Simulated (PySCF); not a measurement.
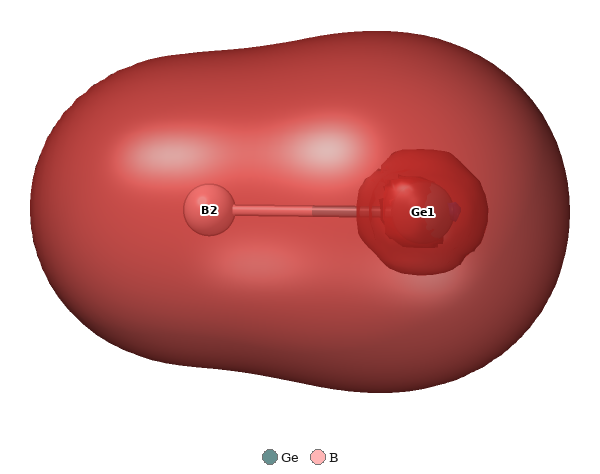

The picture shows: GeB (quartet). Isosurfaces of the spin density at +0.03 (red) and −0.03 e/Å³ (blue), seen from one side.

Computed with PBE0/def2-TZVPP, non-relativistic Hamiltonian with scalar-relativistic core potentials where named, at a bond length of 1.984 Å in PySCF 2.14.0.

Which atoms carry the spin?

The unpaired spin (3 electrons) lies mostly on B2 (about 1.6) and Ge1 (about 1.4), in electrons by Hirshfeld's partition.
